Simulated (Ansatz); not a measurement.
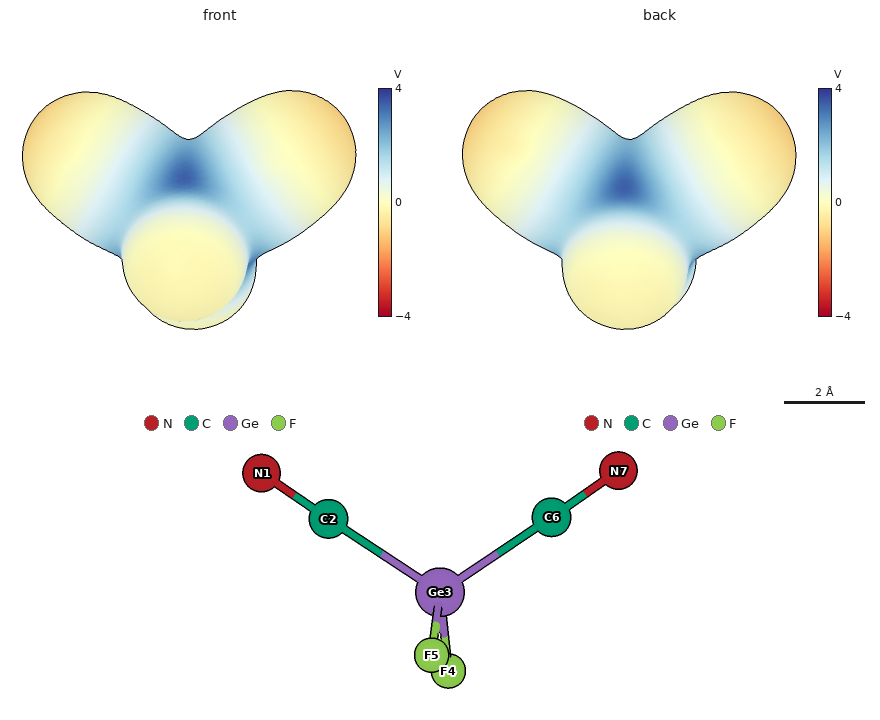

Figure. C2F2GeN2 (SMILES N#[C][Ge]([F])([F])[C]#N). The molecular electrostatic potential painted on the density surface at 0.002 e/bohr³, seen from the front and from behind; red is negative and blue positive. The bare structure is drawn below in the same view.

Geometry: PBE0-D4/def2-TZVP.

Theory: Ansatz 0.2.0, RKS PBE0-D4/def2-TZVPP.

Input file:

```
crystal:
  periodic: [false, false, false]
  atoms:
    - {symbol: N, position_ang: [0.151911, -2.001755, 1.949079]}
    - {symbol: C, position_ang: [0.140966, -1.314639, 1.027104]}
    - {symbol: Ge, position_ang: [0.114197, -0.157644, -0.472042]}
    - {symbol: F, position_ang: [-0.999445, -0.751237, -1.610475]}
    - {symbol: F, position_ang: [1.650645, -0.156610, -1.198621]}
    - {symbol: C, position_ang: [-0.355131, 1.620041, -0.017776]}
    - {symbol: N, position_ang: [-0.641843, 2.693844, 0.277232]}
basis:
  gaussian: {orbitals: def2-TZVPP}
hamiltonian: {xc: pbe0, dispersion: d4}
output: {orbitals: {seedname: orbitals}}
```

Command:

```sh
ansatz run in.yaml --threads 4 --pin off --events-out ev --progress --plain --max-ram 10444MiB
```

> Describe the electrostatic potential map.

The most negative region (about −1.0 V) lies over N1 and N7, the most positive (about +3.3 V) over Ge3.
